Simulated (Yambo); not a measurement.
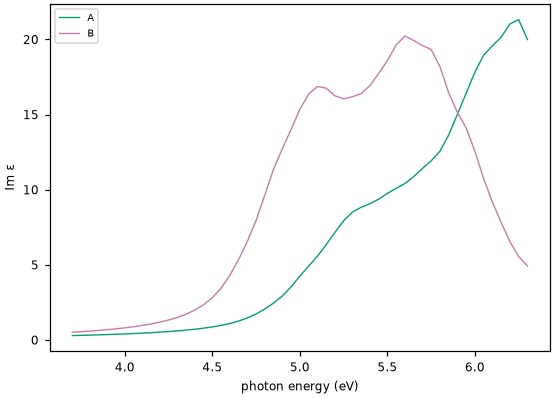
Figure. Two computed absorption spectra of BeTe (zinc blende, space group F-43m, No. 216) under isotropic strain of +2 % on all lattice vectors (Yambo, PBEsol bands with the same scissor, field along x)

Problem. Which curve includes the electron-hole attraction (BSE)?

Solution. Curve B: the attraction moves weight to lower energy (centre of the plotted range 5.4 eV against 5.7 eV). Settings: 10×10×10 mesh, 3 valence and 1 conduction bands, static screening with 24 bands and a 4 Ry block, scissor 1.43 eV, Tamm-Dancoff. The scissor comes from a G0W0 run whose convergence isn't established. Broadening 0.15 eV. The band window holds all transitions up to 5.1 eV; the range above that lacks some weight. On this mesh the peak heights and the fine structure are mesh artefacts; only the shift of weight is robust.

The standard potential for Te keeps a d shell in the valence without the s and p states of that shell. In tests on such compounds this moved G0W0 gaps by up to about 0.9 eV, so absolute quasiparticle energies here are unreliable; differences between settings are what counts.

Spin-orbit coupling is not included.

Geometry strained from the cell relaxed with PBEsol, atoms relaxed again; primitive cell a = 4.044 Å, b = 4.044 Å, c = 4.044 Å, α = 60.00°, β = 60.00°, γ = 60.00°.
